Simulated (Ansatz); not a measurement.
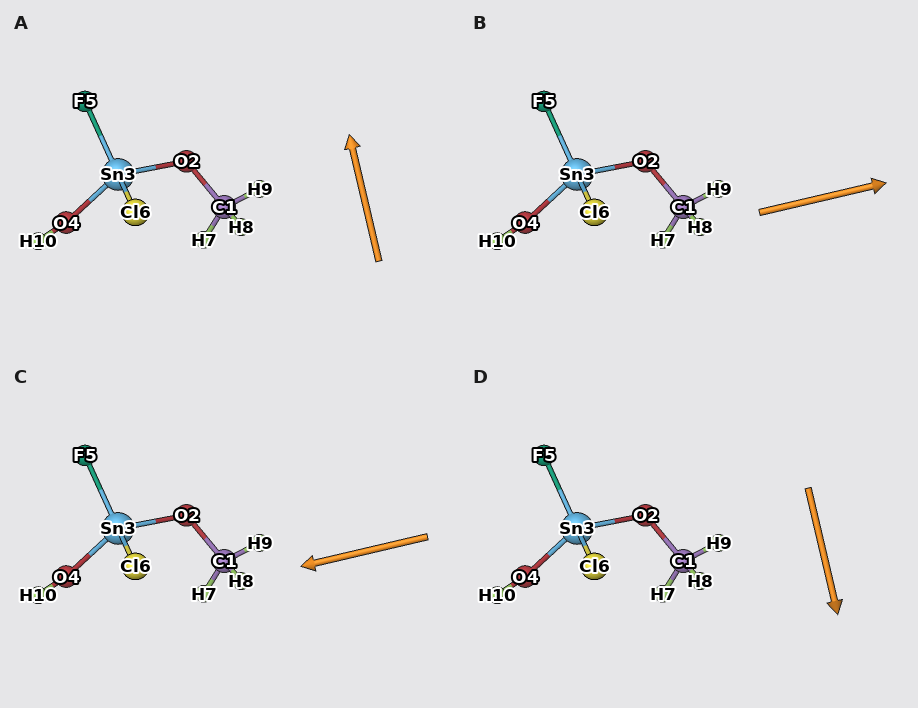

The same molecule four times, each with an arrow. Computed geometry: PBE0-D4/def2-TZVP optimisation. Properties computed with RKS B3LYP-D4/def2-TZVPP, core potentials on Sn (Ansatz 0.2.0).

Which arrow points along the dipole moment, from the negative to the positive end?

Answer. D. The dipole moment is 2.65 D; it points from the side of F5 to the side of H7 (the outermost atoms at the two ends).
